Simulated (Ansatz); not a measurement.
Geometry relaxation, with input and output: CH$_{7}$NO$_{3}$Si (part 2 of 2)

The same run, continued: CH$_{7}$NO$_{3}$Si; RKS PBE/STO-3G (Ansatz 0.2.0). It belongs to a series of runs on one base structure; here: start relaxed.

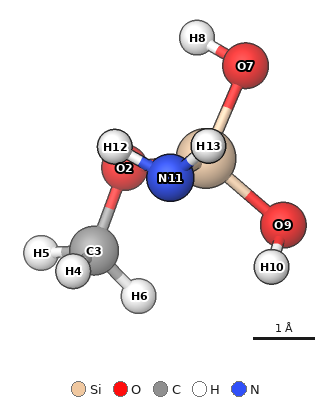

*The geometry at step 12 of the log (ball-and-stick view, seen at a tilt; atoms are numbered from 1 in the order of the input).*

Trajectory as extended XYZ, continued
```
13
Properties=species:S:1:pos:R:3:forces:R:3 step=7 energy=-16437.24020
Si   -0.1096   -0.1822   -0.0202    0.3528   0.3373   0.1653
O     0.1360   -0.5991    1.6485   -0.1777   0.0243   0.2029
C    -1.0663   -0.2700    2.4386    0.0172  -0.0941  -0.0817
H    -1.9972   -0.8192    2.1121    0.2320   0.1670   0.0541
H    -0.8603   -0.5706    3.4933    0.0054  -0.0113  -0.0470
H    -1.3012    0.8283    2.4500   -0.0448  -0.1191  -0.0523
O     1.4651    0.0507   -0.6742    0.4171  -0.5998   0.2538
H     2.0127   -0.7428   -0.2539   -0.3941   0.5701  -0.2448
O    -0.8813    1.3197   -0.3113   -0.1623  -0.0898  -0.0484
H    -1.8388    1.0097   -0.5588    0.1003   0.0636   0.0374
N    -1.1678   -1.4288   -0.7296   -0.0377  -1.0907  -0.8502
H    -0.9647   -2.3914   -0.2947   -0.0754   0.5542   0.0062
H    -0.8684   -1.6104   -1.7521   -0.2328   0.2884   0.6048
13
Properties=species:S:1:pos:R:3:forces:R:3 step=8 energy=-16437.27199
Si   -0.1022   -0.1802   -0.0247    0.0680   0.1220  -0.0271
O     0.1461   -0.5900    1.6490   -0.0098   0.0169   0.0036
C    -1.0589   -0.2780    2.4320    0.0309   0.0171  -0.0458
H    -1.9692   -0.8424    2.1034   -0.0227  -0.0441   0.0139
H    -0.8505   -0.5669    3.4893   -0.0154   0.0384  -0.0372
H    -1.3296    0.8108    2.4211    0.0323  -0.0472   0.0347
O     1.4752    0.0280   -0.6822    0.1384  -0.2881   0.1615
H     2.0176   -0.7205   -0.2023   -0.1346   0.2453  -0.1153
O    -0.8707    1.3212   -0.3298   -0.0499  -0.0529  -0.0038
H    -1.8354    1.0171   -0.5471    0.0385   0.0193   0.0120
N    -1.1831   -1.4327   -0.7315   -0.0277  -0.2735  -0.0592
H    -0.9648   -2.3753   -0.2783   -0.0347   0.2130  -0.1237
H    -0.9162   -1.5971   -1.7514   -0.0133   0.0339   0.1864
13
Properties=species:S:1:pos:R:3:forces:R:3 step=9 energy=-16437.27742
Si   -0.0898   -0.1615   -0.0344    0.0976  -0.2823   0.1105
O     0.1828   -0.5396    1.6427    0.0061  -0.0193  -0.0788
C    -1.0579   -0.3072    2.3941    0.0611   0.1471   0.0801
H    -1.9293   -0.9287    2.0636    0.0336  -0.0660  -0.0507
H    -0.8534   -0.5576    3.4601   -0.0072  -0.0091   0.0227
H    -1.3855    0.7630    2.3568   -0.0742   0.0181   0.0692
O     1.4841   -0.0518   -0.7176   -0.1267   0.1866  -0.1493
H     2.0400   -0.6718   -0.1131    0.0857  -0.1237   0.1669
O    -0.8363    1.3442   -0.3577   -0.0306  -0.0070  -0.0737
H    -1.8127    1.0564   -0.5374   -0.0015   0.0179   0.0068
N    -1.2201   -1.4282   -0.6516   -0.0559   0.1241  -0.2194
H    -0.9222   -2.3716   -0.2628    0.0433   0.0138   0.0375
H    -1.0415   -1.5516   -1.6952   -0.0313  -0.0003   0.0782
13
Properties=species:S:1:pos:R:3:forces:R:3 step=10 energy=-16437.26207 accepted=F
Si   -0.0660   -0.1883   -0.0462   -0.4759   0.3455  -0.0267
O     0.1866   -0.5059    1.6481    0.0284   0.0978  -0.0047
C    -1.0473   -0.2923    2.4231   -0.0239  -0.2981  -0.0409
H    -1.8888   -0.9572    2.0945   -0.0168   0.0627   0.0336
H    -0.8189   -0.5539    3.4832    0.0357  -0.0034  -0.0306
H    -1.4386    0.7576    2.4281    0.1276   0.0431  -0.1560
O     1.5136   -0.0606   -0.7129    0.0272  -0.1787   0.1643
H     2.0611   -0.6532   -0.0620    0.0416   0.0841  -0.0689
O    -0.8334    1.2917   -0.4287    0.1143   0.2959   0.0271
H    -1.8138    0.9963   -0.5668    0.0709  -0.0884   0.0002
N    -1.2565   -1.3815   -0.6997    0.1239  -0.2092   0.2658
H    -0.9989   -2.3272   -0.2833   -0.1085  -0.1412  -0.0726
H    -1.0409   -1.5315   -1.7299    0.0555  -0.0102  -0.0907
13
Properties=species:S:1:pos:R:3:forces:R:3 step=11 energy=-16437.28721
Si   -0.0901   -0.1709   -0.0399   -0.0141  -0.0673   0.0354
O     0.1883   -0.5231    1.6413   -0.0017   0.0255  -0.0417
C    -1.0495   -0.3035    2.4030   -0.0133  -0.0178   0.0045
H    -1.9049   -0.9469    2.0686    0.0150   0.0081   0.0148
H    -0.8368   -0.5579    3.4670    0.0074   0.0040   0.0024
H    -1.4052    0.7593    2.3769    0.0002  -0.0120   0.0143
O     1.4866   -0.0643   -0.7161    0.0826  -0.0715   0.0623
H     2.0455   -0.6546   -0.0728   -0.0706   0.0808  -0.0497
O    -0.8298    1.3336   -0.3883    0.0027   0.0092  -0.0255
H    -1.8105    1.0492   -0.5464   -0.0118   0.0070  -0.0067
N    -1.2413   -1.4171   -0.6682    0.0237   0.0019  -0.0038
H    -0.9489   -2.3614   -0.2710   -0.0171   0.0246  -0.0104
H    -1.0453   -1.5483   -1.7067   -0.0031   0.0075   0.0042
13
Properties=species:S:1:pos:R:3:forces:R:3 step=12 energy=-16437.28964
Si   -0.0873   -0.1717   -0.0495   -0.0798  -0.0060   0.0376
O     0.1985   -0.4929    1.6364   -0.0498   0.0294  -0.0366
C    -1.0438   -0.3142    2.4040   -0.0011  -0.0335   0.0008
H    -1.8786   -0.9895    2.0770    0.0492   0.0466   0.0124
H    -0.8148   -0.5588    3.4672    0.0060  -0.0044  -0.0044
H    -1.4375    0.7360    2.3835    0.0195  -0.0369  -0.0207
O     1.4932   -0.1002   -0.7232    0.2055  -0.1939   0.2533
H     2.0532   -0.6169   -0.0122   -0.1737   0.1822  -0.2278
O    -0.8112    1.3331   -0.4310   -0.0110   0.0183  -0.0141
H    -1.7980    1.0589   -0.5723    0.0157   0.0039  -0.0020
N    -1.2627   -1.4051   -0.6584    0.0377   0.0001   0.0062
H    -0.9670   -2.3527   -0.2730   -0.0167  -0.0120  -0.0038
H    -1.0859   -1.5321   -1.7011   -0.0015   0.0062  -0.0007
13
Properties=species:S:1:pos:R:3:forces:R:3 step=13 energy=-16437.29193
Si   -0.0907   -0.1725   -0.0519   -0.0377   0.0057   0.0178
O     0.1972   -0.4910    1.6335   -0.0339   0.0197  -0.0324
C    -1.0405   -0.3168    2.4083    0.0143  -0.0212  -0.0144
H    -1.8742   -0.9945    2.0861    0.0273   0.0243   0.0106
H    -0.8039   -0.5596    3.4702   -0.0003  -0.0020  -0.0044
H    -1.4378    0.7315    2.3875    0.0107  -0.0194  -0.0082
O     1.4939   -0.1062   -0.7185    0.0683  -0.1011   0.1337
H     2.0496   -0.6036    0.0031   -0.0679   0.0827  -0.0999
O    -0.8088    1.3338   -0.4404   -0.0049   0.0032  -0.0042
H    -1.7953    1.0619   -0.5867    0.0052   0.0027  -0.0025
N    -1.2664   -1.4037   -0.6634    0.0288   0.0052   0.0047
H    -0.9789   -2.3526   -0.2753   -0.0074  -0.0051  -0.0011
H    -1.0860   -1.5327   -1.7051   -0.0026   0.0053   0.0003
13
Properties=species:S:1:pos:R:3:forces:R:3 step=14 energy=-16437.29351
Si   -0.0996   -0.1897   -0.0600   -0.0993  -0.1046  -0.0225
O     0.1904   -0.5052    1.6217    0.0023   0.0022   0.0058
C    -1.0312   -0.3136    2.4144    0.0011   0.0041   0.0223
H    -1.8763   -0.9885    2.1191    0.0275  -0.0012  -0.0204
H    -0.7772   -0.5441    3.4752   -0.0030   0.0044  -0.0077
H    -1.4223    0.7365    2.3864    0.0078  -0.0039  -0.0024
O     1.4907   -0.1653   -0.7152   -0.0115   0.0075   0.0028
H     2.0515   -0.5261    0.0752   -0.0078  -0.0034   0.0145
O    -0.8060    1.3228   -0.4459    0.0001   0.0310  -0.0095
H    -1.7966    1.0655   -0.5905    0.0102  -0.0186   0.0005
N    -1.2814   -1.4161   -0.6823    0.0620   0.1331   0.1346
H    -0.9747   -2.3707   -0.3238    0.0040  -0.0129  -0.0102
H    -1.1091   -1.5115   -1.7268    0.0065  -0.0377  -0.1078
13
Properties=species:S:1:pos:R:3:forces:R:3 step=15 energy=-16437.29451
Si   -0.1015   -0.1873   -0.0621    0.0093  -0.0160  -0.0075
O     0.1974   -0.4889    1.6203   -0.0067  -0.0015  -0.0013
C    -1.0256   -0.3160    2.4144    0.0000   0.0014   0.0037
H    -1.8629   -0.9937    2.1062   -0.0037  -0.0058  -0.0014
H    -0.7725   -0.5580    3.4727   -0.0014   0.0073  -0.0030
H    -1.4240    0.7315    2.3970    0.0035  -0.0049   0.0066
O     1.4931   -0.1720   -0.7073   -0.0097   0.0023  -0.0056
H     2.0453   -0.5193    0.0956   -0.0048   0.0021   0.0024
O    -0.8052    1.3240   -0.4612    0.0012   0.0004  -0.0004
H    -1.7946    1.0628   -0.6080    0.0055  -0.0048  -0.0022
N    -1.2839   -1.4094   -0.6751    0.0084  -0.0078  -0.0090
H    -0.9824   -2.3672   -0.3224    0.0052  -0.0067   0.0451
H    -1.1251   -1.5125   -1.7227   -0.0068   0.0341  -0.0275
13
Properties=species:S:1:pos:R:3:forces:R:3 step=16 energy=-16437.29469
Si   -0.1019   -0.1887   -0.0631    0.0046   0.0095  -0.0019
O     0.1971   -0.4885    1.6193    0.0028  -0.0018   0.0018
C    -1.0245   -0.3182    2.4158    0.0039   0.0048   0.0007
H    -1.8602   -0.9992    2.1104   -0.0052  -0.0019   0.0011
H    -0.7683   -0.5568    3.4741    0.0007  -0.0027  -0.0010
H    -1.4256    0.7281    2.3986   -0.0039   0.0003  -0.0019
O     1.4931   -0.1782   -0.7069    0.0123  -0.0101   0.0242
H     2.0445   -0.5099    0.1038   -0.0120   0.0084  -0.0230
O    -0.8029    1.3231   -0.4652   -0.0007   0.0030   0.0007
H    -1.7910    1.0611   -0.6191    0.0000  -0.0005   0.0006
N    -1.2858   -1.4077   -0.6752    0.0065  -0.0047  -0.0084
H    -0.9848   -2.3653   -0.3203   -0.0058   0.0039  -0.0125
H    -1.1315   -1.5058   -1.7246   -0.0033  -0.0081   0.0197
13
Properties=species:S:1:pos:R:3:forces:R:3 step=17 energy=-16437.29473
Si   -0.1007   -0.1866   -0.0626    0.0035   0.0020  -0.0006
O     0.1977   -0.4871    1.6201   -0.0026   0.0002   0.0004
C    -1.0255   -0.3187    2.4150    0.0026   0.0004  -0.0006
H    -1.8599   -1.0011    2.1088   -0.0005  -0.0008  -0.0005
H    -0.7701   -0.5572    3.4734    0.0003  -0.0001   0.0004
H    -1.4287    0.7268    2.3972   -0.0003  -0.0004  -0.0007
O     1.4938   -0.1736   -0.7075   -0.0074   0.0004  -0.0014
H     2.0450   -0.5164    0.0977    0.0051  -0.0012   0.0036
O    -0.8026    1.3249   -0.4645    0.0003  -0.0014  -0.0004
H    -1.7905    1.0619   -0.6181   -0.0008   0.0006   0.0001
N    -1.2845   -1.4066   -0.6733    0.0039  -0.0040  -0.0089
H    -0.9858   -2.3641   -0.3164   -0.0019   0.0045  -0.0030
H    -1.1301   -1.5082   -1.7222   -0.0022  -0.0003   0.0115
```

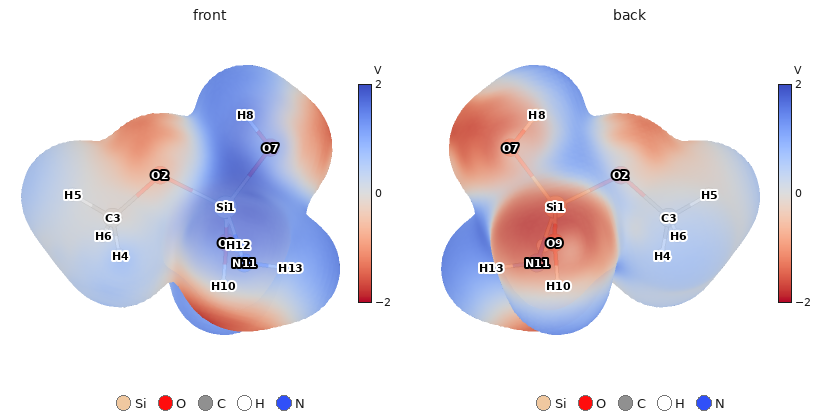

*The electrostatic potential painted on the density surface at 0.002 e/bohr³, seen at a tilt and from behind; red is negative and blue positive.*

A positive charge is drawn to the negative regions and a negative charge to the positive ones.

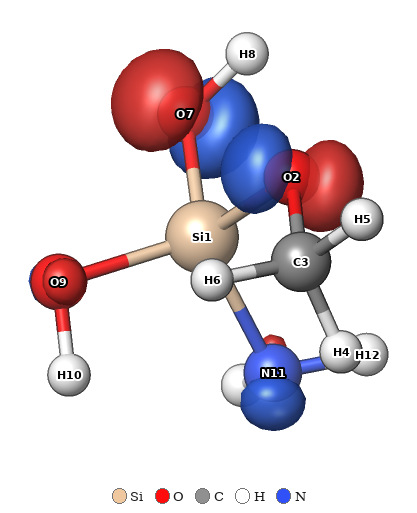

*One frontier orbital at ±0.3 Å⁻³ᐟ² (red and blue are the two phases), seen at an oblique angle.*

The HOMO−1, at −2.16 eV.

The run was set up as follows.

The input
```yaml
crystal:
  periodic: [false, false, false]
  atoms:
    - { symbol: Si, position_ang: [0.0, 0.0, 0.0] }
    - { symbol: O, position_ang: [0.0, 0.0, 1.68] }
    - { symbol: C, position_ang: [-1.1112, -0.3437, 2.4945] }
    - { symbol: H, position_ang: [-1.814, -0.9775, 1.9143] }
    - { symbol: H, position_ang: [-0.7584, -0.9037, 3.3856] }
    - { symbol: H, position_ang: [-1.6313, 0.5809, 2.8212] }
    - { symbol: O, position_ang: [1.5842, 0.0, -0.5594] }
    - { symbol: H, position_ang: [1.9006, -0.9521, -0.6761] }
    - { symbol: O, position_ang: [-0.7913, 1.3709, -0.5594] }
    - { symbol: H, position_ang: [-1.7491, 1.1401, -0.7818] }
    - { symbol: "N", position_ang: [-0.8572, -1.4851, -0.6061] }
    - { symbol: H, position_ang: [-1.3922, -2.1014, 0.0704] }
    - { symbol: H, position_ang: [-0.8219, -1.7344, -1.6357] }
basis:
  gaussian: { orbitals: STO-3G }
hamiltonian:
  xc: pbe
relax:
  f_tol: 0.02
  max_steps: 40
output:
  orbitals: {}
```

Run as:
```bash
ansatz run input.yaml --threads 1 --pin off --max-ram 2048MiB --backend cpu --events-out ev --progress --plain --runs-dir out
```

Results in brief

- outcome: converged
- total energy: −16437.2948 eV
- mean-field energy: −16437.2948 eV
- largest force (length of the vector) at the end: 0.012 eV/Å
- hardware: 1 thread of Arm Neoverse N1, 24 GiB of memory available, shared host
- wall time: 95 s
- peak memory: 0.15 GiB
